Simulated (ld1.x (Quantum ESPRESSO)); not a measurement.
# Run report: Al, pseudopotential generation (part 2 of 2)

The same run, continued: aluminium (Al, Z = 13), core [Ne], reference valence 3s2 3p0 (an ion of charge +1), valence charge 3. Method: TM semilocal potential, LDA (PZ), scalar-relativistic, made with ld1.x (Quantum ESPRESSO) 7.5.

Output of the test run (extracts), continued:
```
     ---------------------- Testing the pseudopotential ----------------------

     Al
     scalar relativistic calculation

     atomic number is 13.00   valence charge is  3.00
     dft =PZ   lsd =0 sic =0 latt =0  beta=0.20 tr2=1.0E-14
     mesh =1135 r(mesh) = 100.48924 xmin = -7.00 dx = 0.01250

     n l     nl             e AE (Ry)        e PS (Ry)    De AE-PS (Ry)
     1 0     3S   1( 1.00)       -1.15566       -1.15610        0.00044
     2 1     3P   1( 1.00)       -0.72388       -0.72381       -0.00007

     eps = 2.7E-15  iter =  7

     Etot =    -482.670025 Ry,    -241.335012 Ha,   -6567.060235 eV
     Etotps =    -6.629810 Ry,      -3.314905 Ha,     -90.203163 eV
     dEtot_ae =       0.427718 Ry
     dEtot_ps =       0.427966 Ry,   Delta E=      -0.000248 Ry

     Ekin =       1.142067 Ry,       0.571033 Ha,      15.538610 eV
     Encl =      -4.811211 Ry,      -2.405606 Ha,     -65.459861 eV
     Ehrt =       1.393400 Ry,       0.696700 Ha,      18.958172 eV
     Ecxc =      -4.467773 Ry,      -2.233886 Ha,     -60.787145 eV
     (Ecc =      -3.540502 Ry,      -1.770251 Ha,     -48.170981 eV)
     Epseu=       0.113707 Ry,       0.056853 Ha,       1.547061 eV

     ---------------------- End of pseudopotential test ----------------------

     ---------------------- Testing the pseudopotential ----------------------

     Al
     scalar relativistic calculation

     atomic number is 13.00   valence charge is  3.00
     dft =PZ   lsd =0 sic =0 latt =0  beta=0.20 tr2=1.0E-14
     mesh =1135 r(mesh) = 100.48924 xmin = -7.00 dx = 0.01250

     n l     nl             e AE (Ry)        e PS (Ry)    De AE-PS (Ry)
     1 0     3S   1( 0.00)       -0.68961       -0.69078        0.00116
     2 1     3P   1( 3.00)       -0.28998       -0.29006        0.00008

     eps = 9.3E-15  iter =  7

     Etot =    -482.755335 Ry,    -241.377667 Ha,   -6568.220939 eV
     Etotps =    -6.714396 Ry,      -3.357198 Ha,     -91.354009 eV
     dEtot_ae =       0.342408 Ry
     dEtot_ps =       0.343380 Ry,   Delta E=      -0.000973 Ry

     Ekin =       1.784047 Ry,       0.892024 Ha,      24.273201 eV
     Encl =      -6.327870 Ry,      -3.163935 Ha,     -86.095053 eV
     Ehrt =       2.586244 Ry,       1.293122 Ha,      35.187639 eV
     Ecxc =      -4.756817 Ry,      -2.378409 Ha,     -64.719796 eV
     (Ecc =      -3.540502 Ry,      -1.770251 Ha,     -48.170981 eV)

     ---------------------- End of pseudopotential test ----------------------

     ---------------------- Testing the pseudopotential ----------------------

     Al
     scalar relativistic calculation

     atomic number is 13.00   valence charge is  3.00
     dft =PZ   lsd =1 sic =0 latt =0  beta=0.20 tr2=1.0E-14
     mesh =1135 r(mesh) = 100.48924 xmin = -7.00 dx = 0.01250

     n l     nl             e AE (Ry)        e PS (Ry)    De AE-PS (Ry)
     1 0     3S   1( 1.00)       -0.59287       -0.59349        0.00061
     2 1     3P   1( 1.00)       -0.22059       -0.22092        0.00033
     1 0     3S   2( 1.00)       -0.54881       -0.54901        0.00020
     2 1     3P   2( 0.00)       -0.18010       -0.18017        0.00007

     eps = 1.8E-15  iter =  9

     Etot =    -483.537442 Ry,    -241.768721 Ha,   -6578.862050 eV
     Etotps =    -7.497759 Ry,      -3.748879 Ha,    -102.012201 eV
     dEtot_ae =      -0.439699 Ry
     dEtot_ps =      -0.439982 Ry,   Delta E=       0.000283 Ry

     Ekin =       1.341092 Ry,       0.670546 Ha,      18.246480 eV
     Encl =      -6.881117 Ry,      -3.440559 Ha,     -93.622372 eV
     Ehrt =       2.901676 Ry,       1.450838 Ha,      39.479313 eV
     Ecxc =      -4.945450 Ry,      -2.472725 Ha,     -67.286273 eV
     (Ecc =      -3.540502 Ry,      -1.770251 Ha,     -48.170981 eV)
     Epseu=       0.086041 Ry,       0.043021 Ha,       1.170651 eV

     ---------------------- End of pseudopotential test ----------------------

     ---------------------- Testing the pseudopotential ----------------------

     Al
     scalar relativistic calculation

     atomic number is 13.00   valence charge is  3.00
     dft =PZ   lsd =1 sic =0 latt =0  beta=0.20 tr2=1.0E-14
     mesh =1135 r(mesh) = 100.48924 xmin = -7.00 dx = 0.01250

     n l     nl             e AE (Ry)        e PS (Ry)    De AE-PS (Ry)
     1 0     3S   1( 1.00)       -1.80641       -1.80653        0.00012
     2 1     3P   1( 0.00)       -1.32028       -1.31990       -0.00038
     1 0     3S   2( 0.00)       -1.65388       -1.65703        0.00315
     2 1     3P   2( 0.00)       -1.17855       -1.18006        0.00151

     eps = 7.0E-15  iter =  6

     Etot =    -481.704947 Ry,    -240.852474 Ha,   -6553.929691 eV
     Etotps =    -5.664787 Ry,      -2.832394 Ha,     -77.073359 eV
     dEtot_ae =       1.392795 Ry
     dEtot_ps =       1.392989 Ry,   Delta E=      -0.000194 Ry

     Ekin =       0.505786 Ry,       0.252893 Ha,       6.881571 eV
     Encl =      -2.650232 Ry,      -1.325116 Ha,     -36.058246 eV
     Ehrt =       0.411177 Ry,       0.205588 Ha,       5.594342 eV
     Ecxc =      -4.074968 Ry,      -2.037484 Ha,     -55.442758 eV
     (Ecc =      -3.540502 Ry,      -1.770251 Ha,     -48.170981 eV)
     Epseu=       0.143450 Ry,       0.071725 Ha,       1.951732 eV

     ---------------------- End of pseudopotential test ----------------------
```

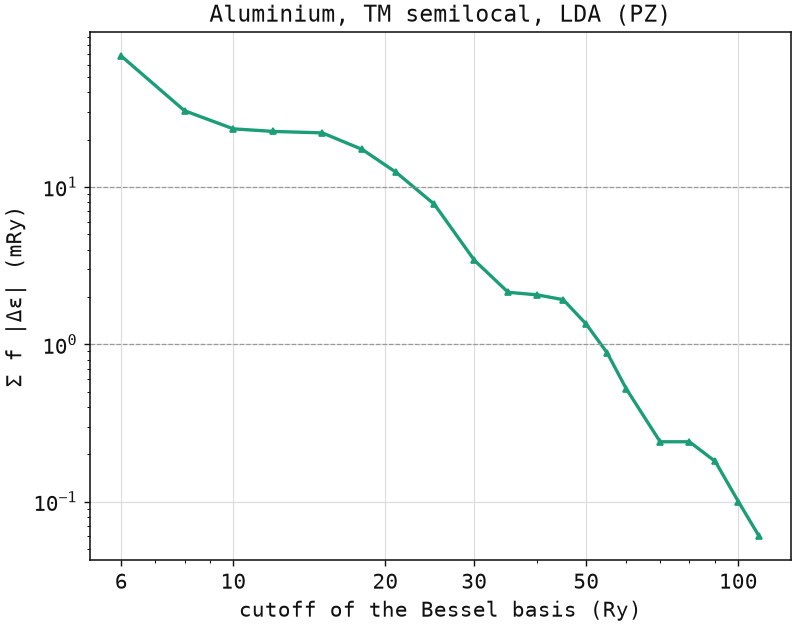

*The pseudo-atom Hamiltonian at the reference potential is diagonalised in spherical Bessel functions (20 bohr box) up to the cutoff. Curve: occupation-weighted sum of the valence levels' distances from their values at 400 Ry.*

- Error at 12 Ry: about 23 mRy.
- Cutoffs for 10 and 1 mRy in the occupation-weighted sum of levels: 25 Ry and 55 Ry, on the ladder of cutoffs that was run.

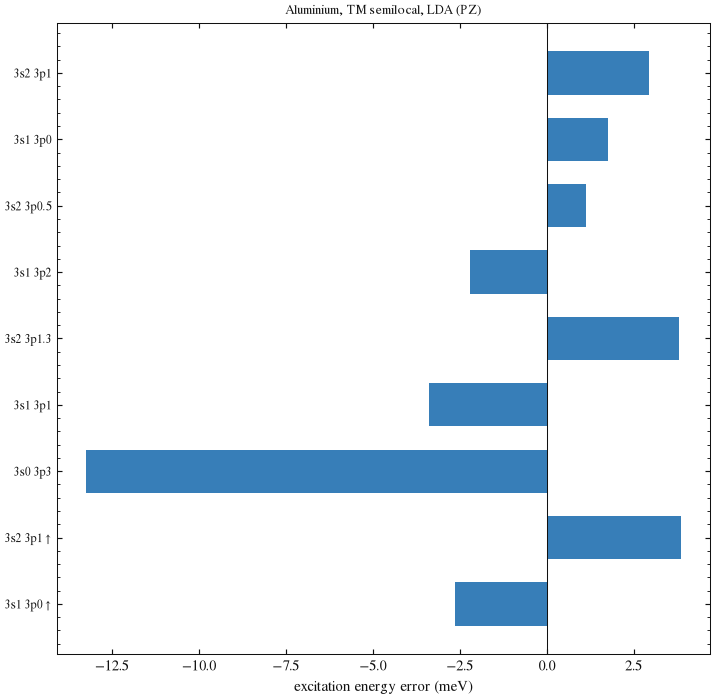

*Errors, all-electron minus pseudo, of the energies of valence configurations relative to the unpolarised reference 3s2 3p0. An arrow marks spin-polarised runs filled by Hund’s rule.*

- Worst configuration: 3s0 3p3 (neutral): the error is -13 meV on an all-electron energy of +4.66 eV relative to the reference, or 0.28 %.
- Errors in meV: 3s2 3p1: +2.9; 3s1 3p0: +1.8; 3s2 3p0.5: +1.1; 3s1 3p2: -2.2; 3s2 3p1.3: +3.8; 3s1 3p1: -3.4; 3s0 3p3: -13; 3s2 3p1 ↑: +3.9; 3s1 3p0 ↑: -2.6.
- Configurations within 10 meV and within 50 meV: 8 and 9 of 9.

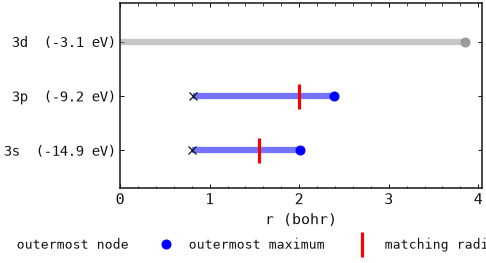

*Outer shells of the all-electron reference atom: each bar runs from the outermost node (or the nucleus) to the outermost maximum of u(r); the tick is the radius chosen for the pseudo-wave. Shells without a tick have no pseudo-wave of their own. Levels, nodes and maxima are from ld1.x, scalar-relativistic.*

- Radii against the shells: 3s: 1.55 bohr, between node and maximum; 3p: 2.00 bohr, between node and maximum.

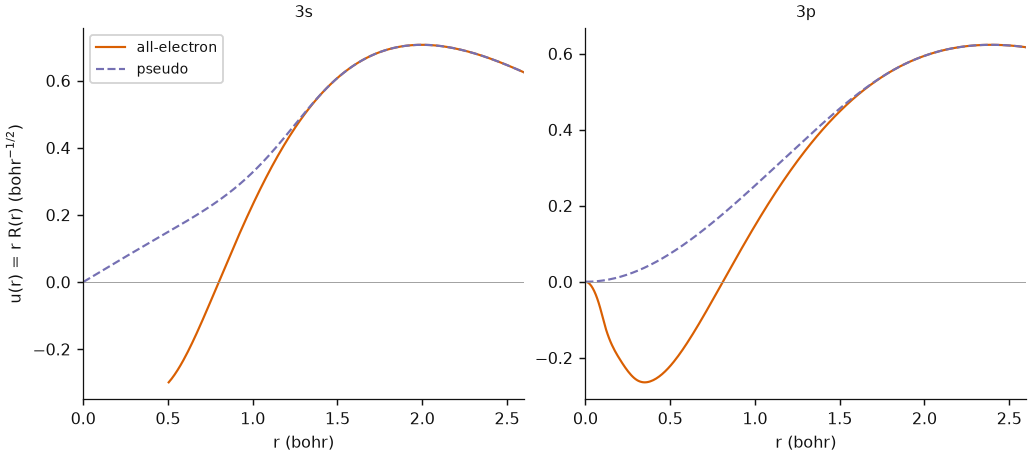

*Partial waves u(r) = r R(r), all-electron (solid) and pseudo (dashed). The innermost oscillations of some all-electron curves aren't drawn. Reference configuration 3s2 3p0.*

- Matching radii: 3s at 1.55 bohr; 3p at 2.00 bohr. The curves merge smoothly, so the plot gives these only roughly.
- Nodes of the pseudo-waves: 3s has no node; 3p has no node.
- Cutoffs needed: 25 Ry (loose) and 55 Ry (tight), as the cutoffs, on a coarse ladder, from which the occupation-weighted sum of valence levels, in a spherical-Bessel basis at the reference potential, stays within 10 and 1 mRy of its value at 400 Ry.

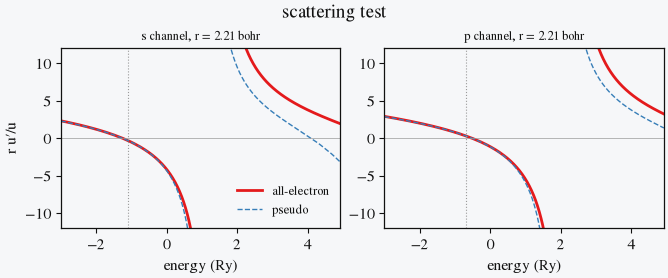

*Logarithmic derivatives r u′/u at the test radius against energy, all-electron atom (solid) and pseudo-atom (dashed). Here u = r R(r). The dotted line marks the reference energy of the channel.*

- Poles, where the radial function vanishes at the test radius: s: all-electron at 1.3 Ry, pseudo at 1.1 Ry; p: all-electron at 2.2 Ry, pseudo at 2.0 Ry.
- Zeros of the logarithmic derivative: s: all-electron -1.3 Ry, pseudo -1.3 and 4.1 Ry; p: all-electron -0.5 Ry, pseudo -0.5 Ry.

Outcome of the run: generated.
